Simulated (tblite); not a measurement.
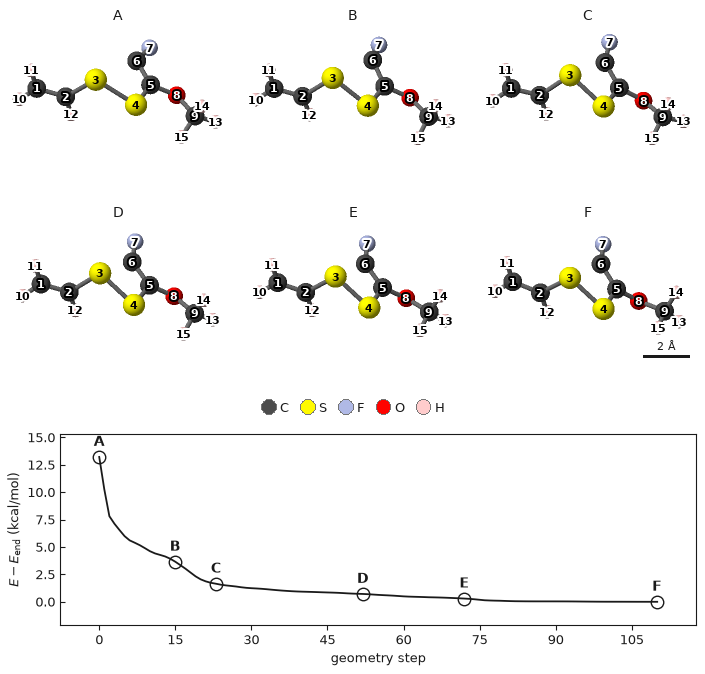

Frames of a relaxation of C5H6FOS2 (multiplicity 2), marked on the history of the run. Style: ball-and-stick. Shown at a tilt.

Level of theory: GFN2-xTB geometry optimisation, gas phase in tblite 0.8.0. 

> What happens along the run?

The energy falls by 13.2 kcal/mol in 110 geometry steps. The largest move after the best rigid fit is that of F7, 0.92 Å. Largest moves by element: F 0.92 Å, H 0.77 Å, C 0.62 Å, O 0.53 Å, S 0.39 Å. Near-neighbour distances that change, for instance: S3–C6 3.154 → 2.424 Å, S3–S4 2.162 → 2.045 Å, C9–H13 1.136 → 1.088 Å, C5–O8 1.371 → 1.348 Å. Bond angles that change, for instance: S3–S4–C5 103.1° → 90.5°, S4–C5–C6 121.8° → 109.8°, C5–C6–F7 116.7° → 127.1°. Groups turn about C5–O8 by about 30°. The run took 0.93 s on 1 thread of Arm Neoverse V1 (shared host). From step 0 to 15: F7 moves most (0.28 Å), energy −9.56 kcal/mol. From step 15 to 23: F7 moves most (0.33 Å), energy −2.01 kcal/mol. From step 23 to 52: H14 moves most (0.26 Å), energy −0.94 kcal/mol. From step 52 to 72: H14 moves most (0.28 Å), energy −0.42 kcal/mol. From step 72 to 110: H14 moves most (0.29 Å), energy −0.30 kcal/mol.

```
step  E − E(0), kcal/mol
   0                0.00
   1               -2.96
   2               -5.41
   3               -6.10
   4               -6.67
   5               -7.23
   6               -7.61
   7               -7.83
   8               -8.06
   9               -8.32
  10               -8.60
  15               -9.56
  21              -11.36
  26              -11.77
  31              -12.00
  36              -12.19
  42              -12.32
  47              -12.40
  52              -12.51
  57              -12.64
  63              -12.77
  68              -12.84
  73              -12.95
  78              -13.11
  84              -13.18
  89              -13.18
  94              -13.19
  99              -13.21
 105              -13.22
 110              -13.22
```
